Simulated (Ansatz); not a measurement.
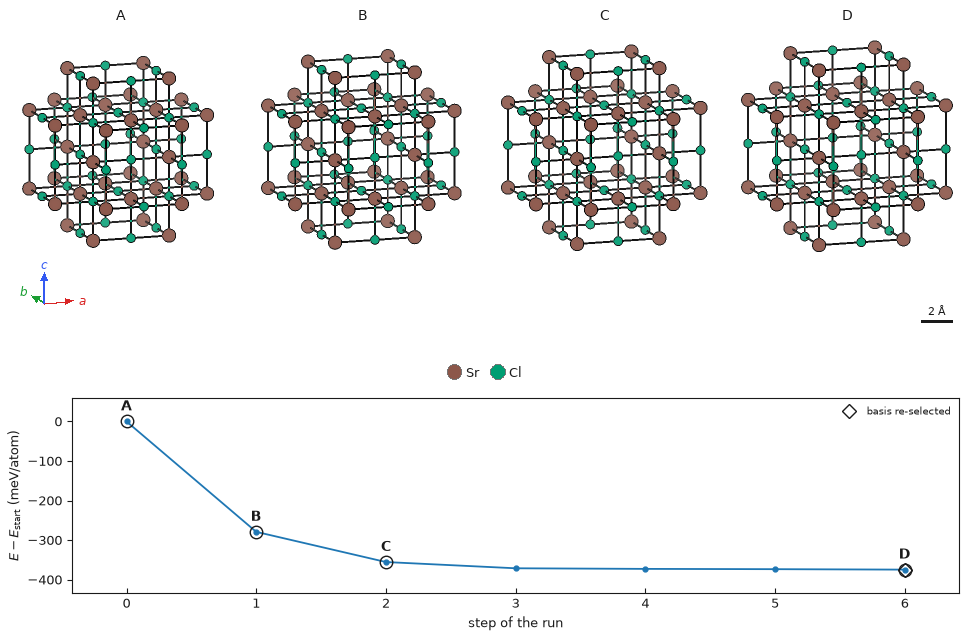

Frames of a relaxation of solid Sr3Cl4 (a generated structure, set up in Pm-3m) (coarse preliminary run), marked on the history of the run. The picture is a ball-and-stick view of the cell of the calculation, seen slightly off an axis.

Theory: DFT PBE, scalar-relativistic, plane waves, PAW (Ansatz 0.2.0). Set-up: plane-wave cutoff 420 eV; k-point mesh 4 × 4 × 4; occupations gaussian; smearing width 0.1 eV; no spin polarisation; cell and atoms relaxed; force threshold 0.04 eV/Å; at most 70 steps.

### Describe the path.

The energy falls by 375 meV per atom in 5 accepted moves (6 points after the start). All forces vanish by symmetry, so only the cell relaxes. Pressure: 20.63 GPa at the start and 0.04 GPa at the end. At 1 point the geometry stayed and the basis and grid were re-selected for the new cell (energy shift of 1.1 meV per atom at most each time). The atoms keep their places relative to the cell (all moves are under 0.005 Å). The volume changes by +37.4 %, with a = b = c 5.344 → 5.941 Å (+11.2 %). Some distances before and after: Cl–Sr 2.672 → 2.971 Å. The space group stays Pm-3m (No. 221). From step 0 to 1: volume +15.3 %, energy −279 meV per atom. From step 1 to 2: volume +10.0 %, energy −76.3 meV per atom. From step 2 to 6: volume +8.2 %, energy −19.2 meV per atom.

```csv
step,"E − E(0), meV/atom","pressure, GPa","volume, Å³/atom",note
0,0.00,20.63,21.808,
1,-279.09,7.70,25.155,
2,-355.39,2.58,27.678,
3,-371.19,0.92,29.151,
4,-372.72,-0.48,30.399,
5,-373.43,-0.02,29.958,
6,-374.58,0.04,29.958,"same geometry, new basis"
```
